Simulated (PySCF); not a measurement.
**C3H9PS (trimethylphosphine sulfide) at 3 levels**

Wanted: a comparison of 3 runs (HF/3-21G, HF/def2-SVP, B2PLYP/6-31G**) of C3H9PS (trimethylphosphine sulfide). 

The calculation is run with PySCF 2.14.0.

**1. Starting point**

C3H9PS has 14 atoms, charge 0, and is taken as a singlet. SMILES: `CP(C)(C)=S`. The coordinates come from a GFN2-xTB relaxation.

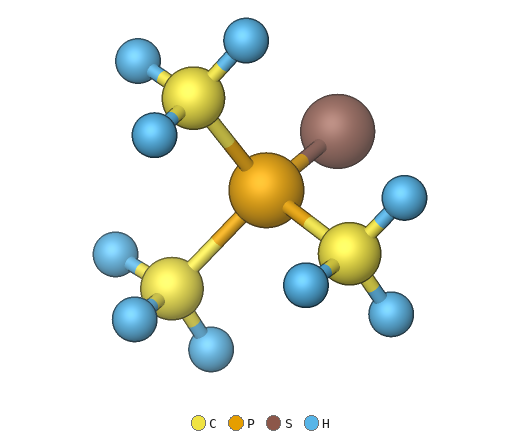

The structure, seen from a chosen angle (carbon yellow, phosphorus amber, sulfur brown, hydrogen blue).

**2. Energy and gradient at HF/3-21G (run 1)**

The input, calc.py:

```python
# CP(C)(C)=S
from pyscf import gto, scf

mol = gto.M(
    atom='''
C   -1.606850   0.457480   0.169410
P    0.157430   0.465980  -0.345680
C    1.080160   0.343070   1.238830
C    0.398220  -1.180370  -1.126520
S    0.665270   1.968960  -1.461080
H   -1.804890   1.374600   0.722290
H   -1.839060  -0.407430   0.786190
H   -2.224090   0.452720  -0.727950
H    0.924070   1.265310   1.796500
H    2.140980   0.251250   1.009780
H    0.751030  -0.509470   1.828410
H    0.100190  -1.986040  -0.460010
H    1.450210  -1.282340  -1.389370
H   -0.192670  -1.213720  -2.040810
''',
    verbose=4,
    basis='3-21g',
    max_memory=1860,
)

mf = scf.RHF(mol)
mf.conv_tol = 1e-10
mf.kernel()
if not mf.converged:
    mf = mf.newton().run(mf.mo_coeff, mf.mo_occ)

e_final = mf.e_tot
print('Final energy', e_final)
grad = mf.nuc_grad_method().kernel()
dip = mf.dip_moment()
pop, q = mf.mulliken_pop()
```

Launch:

```bash
$ OMP_NUM_THREADS=1 python calc.py
```

Output:

```text
PySCF version 2.14.0

[... 68 lines left out ...]
converged SCF energy = -852.755238009028
Final energy -852.7552380090278
[... 11 lines left out ...]
Dipole moment(X, Y, Z, Debye): -1.54161, -4.56340,  3.38645
[... 47 lines left out ...]
pop of  4 S 2pz           1.96294
pop of  4 S 3px           0.87737
pop of  4 S 3py           0.72934
pop of  4 S 3pz           0.80432
pop of  4 S 4px           0.88273
pop of  4 S 4py           0.52599
pop of  4 S 4pz           0.70683
pop of  5 H 1s            0.45630
pop of  5 H 2s            0.28636
pop of  6 H 1s            0.46069
pop of  6 H 2s            0.30786
pop of  7 H 1s            0.45621
pop of  7 H 2s            0.28620
pop of  8 H 1s            0.45628
pop of  8 H 2s            0.28600
pop of  9 H 1s            0.45626
pop of  9 H 2s            0.28649
pop of  10 H 1s           0.46059
pop of  10 H 2s           0.30793
pop of  11 H 1s           0.46075
pop of  11 H 2s           0.30778
pop of  12 H 1s           0.45625
pop of  12 H 2s           0.28626
pop of  13 H 1s           0.45624
pop of  13 H 2s           0.28630
 ** Mulliken atomic charges  **
charge of    0C =     -0.98810
charge of    1P =      1.14913
charge of    2C =     -0.98831
charge of    3C =     -0.98803
charge of    4S =     -0.42393
charge of    5H =      0.25734
charge of    6H =      0.23145
charge of    7H =      0.25759
charge of    8H =      0.25772
charge of    9H =      0.25725
charge of   10H =      0.23148
charge of   11H =      0.23148
charge of   12H =      0.25749
charge of   13H =      0.25746
```

Wall time 5.1 s (1 thread of Intel Xeon at 2.70GHz, shared host); peak memory 0.14 GiB.

**3. Energy and gradient at HF/def2-SVP (run 2)**

The input, calc.py:

```python
import pyscf.grad
from pyscf import gto, scf

molecule = gto.M(
    atom='''
C   -1.606850   0.457480   0.169410
P    0.157430   0.465980  -0.345680
C    1.080160   0.343070   1.238830
C    0.398220  -1.180370  -1.126520
S    0.665270   1.968960  -1.461080
H   -1.804890   1.374600   0.722290
H   -1.839060  -0.407430   0.786190
H   -2.224090   0.452720  -0.727950
H    0.924070   1.265310   1.796500
H    2.140980   0.251250   1.009780
H    0.751030  -0.509470   1.828410
H    0.100190  -1.986040  -0.460010
H    1.450210  -1.282340  -1.389370
H   -0.192670  -1.213720  -2.040810
''',
    charge=0,
    max_memory=1860,
    basis='def2-svp',
    verbose=4,
)

hf = scf.RHF(molecule)
hf.conv_tol = 1e-10
hf.kernel()
if not hf.converged:
    hf = hf.newton().run(hf.mo_coeff, hf.mo_occ)

etot = hf.e_tot
print('E(%s) = %.9f' % ('HF', etot))
grad = hf.Gradients().kernel()
hf.analyze()
```

Launch:

```bash
$ OMP_NUM_THREADS=1 python calc.py
```

Output:

```text
PySCF version 2.14.0

[... 93 lines left out ...]
MO #2   energy= -79.9920459730852  occ= 2
[... 10 lines left out ...]
MO #13  energy= -5.45511423416279  occ= 2
[... 10 lines left out ...]
MO #24  energy= -0.564796047530826 occ= 2
[... 10 lines left out ...]
MO #35  energy= 0.224863662416895  occ= 0
[... 10 lines left out ...]
MO #46  energy= 0.565826610004237  occ= 0
[... 10 lines left out ...]
MO #57  energy= 0.847206782517113  occ= 0
[... 10 lines left out ...]
MO #68  energy= 0.983013261777124  occ= 0
[... 10 lines left out ...]
MO #79  energy= 1.2492587886528    occ= 0
[... 10 lines left out ...]
MO #90  energy= 1.77673078488466   occ= 0
[... 10 lines left out ...]
MO #101 energy= 2.23842815206553   occ= 0
[... 10 lines left out ...]
MO #112 energy= 2.75556519657289   occ= 0
[... 10 lines left out ...]
MO #123 energy= 3.28105728821471   occ= 0
[... 101 lines left out ...]
pop of  9 H 2s            0.00942
pop of  9 H 2px           0.00180
pop of  9 H 2py           0.00001
pop of  9 H 2pz           0.00007
pop of  10 H 1s           0.89486
pop of  10 H 2s           0.00778
pop of  10 H 2px          0.00014
pop of  10 H 2py          0.00105
pop of  10 H 2pz          0.00074
pop of  11 H 1s           0.89484
pop of  11 H 2s           0.00779
pop of  11 H 2px          0.00013
pop of  11 H 2py          0.00124
pop of  11 H 2pz          0.00057
pop of  12 H 1s           0.87847
pop of  12 H 2s           0.00945
pop of  12 H 2px          0.00158
pop of  12 H 2py          0.00010
pop of  12 H 2pz          0.00021
pop of  13 H 1s           0.87850
pop of  13 H 2s           0.00944
pop of  13 H 2px          0.00041
pop of  13 H 2py          0.00007
pop of  13 H 2pz          0.00141
 ** Mulliken atomic charges  **
charge of    0C =     -0.43171
charge of    1P =      0.99370
charge of    2C =     -0.43178
charge of    3C =     -0.43168
charge of    4S =     -0.64594
charge of    5H =      0.11012
charge of    6H =      0.09542
charge of    7H =      0.11024
charge of    8H =      0.11032
charge of    9H =      0.11006
charge of   10H =      0.09542
charge of   11H =      0.09543
charge of   12H =      0.11020
charge of   13H =      0.11018
Dipole moment(X, Y, Z, Debye): -1.35242, -4.00441,  2.97188
```

Wall time 24 s (1 thread of Intel Xeon at 2.70GHz, shared host); peak memory 0.34 GiB.

**4. A single-point energy at B2PLYP/6-31G(d,p) (spherical functions) (run 3)**

The input, calc.py:

```python
from pyscf import gto, dft, mp

mol = gto.M(
    atom='''
C     -3.036506     0.864512     0.320139
P      0.297500     0.880575    -0.653241
C      2.041207     0.648308     2.341049
C      0.752527    -2.230576    -2.128814
S      1.257178     3.720795    -2.761041
H     -3.410748     2.597618     1.364930
H     -3.475320    -0.769931     1.485684
H     -4.202921     0.855517    -1.375626
H      1.746239     2.391089     3.394893
H      4.045866     0.474794     1.908208
H      1.419241    -0.962759     3.455194
H      0.189332    -3.753072    -0.869293
H      2.740500    -2.423271    -2.625529
H     -0.364094    -2.293598    -3.856572
''',
    basis='6-31g**',
    verbose=4,
    unit='bohr',
    max_memory=1860,
)

myscf = dft.RKS(mol)
myscf.xc = '0.53*HF + 0.47*B88, 0.73*LYP'
myscf.grids.level = 5
myscf.conv_tol = 1e-10
myscf.kernel()
if not myscf.converged:
    myscf = myscf.newton().run(myscf.mo_coeff, myscf.mo_occ)

pt = mp.MP2(myscf, frozen=13).run()
energy = myscf.e_tot + 0.27 * pt.e_corr
print('PT2 part  %.8f' % (0.27 * pt.e_corr))
print(f'total energy: {energy:.8f} hartree')
myscf.analyze()
```

Launch:

```bash
$ OMP_NUM_THREADS=1 python calc.py
```

Output:

```text
PySCF version 2.14.0

[... 106 lines left out ...]
MO #3   energy= -10.634929249236   occ= 2
[... 11 lines left out ...]
MO #15  energy= -0.821155881465832 occ= 2
[... 11 lines left out ...]
MO #27  energy= -0.383325678303272 occ= 2
[... 11 lines left out ...]
MO #39  energy= 0.210875307052416  occ= 0
[... 11 lines left out ...]
MO #51  energy= 0.541549166757217  occ= 0
[... 11 lines left out ...]
MO #63  energy= 0.940119827240037  occ= 0
[... 11 lines left out ...]
MO #75  energy= 1.07508027291353   occ= 0
[... 11 lines left out ...]
MO #87  energy= 1.83564985699681   occ= 0
[... 11 lines left out ...]
MO #99  energy= 2.26445296026829   occ= 0
[... 11 lines left out ...]
MO #111 energy= 2.96219823752987   occ= 0
[... 11 lines left out ...]
MO #123 energy= 3.5740043843808    occ= 0
[... 101 lines left out ...]
pop of  9 H 2s            0.00752
pop of  9 H 2px           0.00084
pop of  9 H 2py           0.00001
pop of  9 H 2pz           0.00005
pop of  10 H 1s           0.87897
pop of  10 H 2s           0.00677
pop of  10 H 2px          0.00008
pop of  10 H 2py          0.00052
pop of  10 H 2pz          0.00035
pop of  11 H 1s           0.87895
pop of  11 H 2s           0.00678
pop of  11 H 2px          0.00007
pop of  11 H 2py          0.00058
pop of  11 H 2pz          0.00029
pop of  12 H 1s           0.86275
pop of  12 H 2s           0.00754
pop of  12 H 2px          0.00076
pop of  12 H 2py          0.00005
pop of  12 H 2pz          0.00009
pop of  13 H 1s           0.86277
pop of  13 H 2s           0.00754
pop of  13 H 2px          0.00021
pop of  13 H 2py          0.00004
pop of  13 H 2pz          0.00066
 ** Mulliken atomic charges  **
charge of    0C =     -0.49287
charge of    1P =      0.97828
charge of    2C =     -0.49293
charge of    3C =     -0.49284
charge of    4S =     -0.61237
charge of    5H =      0.12873
charge of    6H =      0.11331
charge of    7H =      0.12885
charge of    8H =      0.12893
charge of    9H =      0.12867
charge of   10H =      0.11331
charge of   11H =      0.11333
charge of   12H =      0.12881
charge of   13H =      0.12879
Dipole moment(X, Y, Z, Debye): -1.37745, -4.07757,  3.02606
```

Wall time 45 s (1 thread of Intel Xeon at 2.70GHz, shared host); peak memory 0.72 GiB.

**5. The series**

```csv
run,level,task,frozen core orbitals,energy (Eh),dipole moment (D),HOMO energy (eV),LUMO energy (eV),wall time
1,HF/3-21G,gradient,–,-852.755238,5.89,-8.77,5.67,5.1 s
2,HF/def2-SVP,gradient,–,-856.832092,5.17,-8.68,4.00,24 s
3,B2PLYP/6-31G** (spherical functions),energy,13,-858.860868,5.26,-7.07,3.20,45 s
```

**6. Results**

| quantity | value |
| --- | --- |
| run 3: total energy | -858.86087 Eh |
| run 3: dipole moment (SCF part) | 5.26 D |
| run 3: HOMO energy (SCF part's orbitals) | -7.07 eV |
| run 3: LUMO energy (SCF part's orbitals) | 3.20 eV |
| run 3: HOMO–LUMO gap (SCF part's orbitals) | 10.27 eV |

What this shows: The dipole moment (its size) runs from 5.17 D (HF/def2-SVP) to 5.89 D (HF/3-21G). The HOMO–LUMO gap runs from 10.27 eV (B2PLYP/6-31G**) to 14.44 eV (HF/3-21G). The two ends differ in method and basis. A double hybrid's value is that of its SCF part. All runs together took 75 s, the longest 45 s.
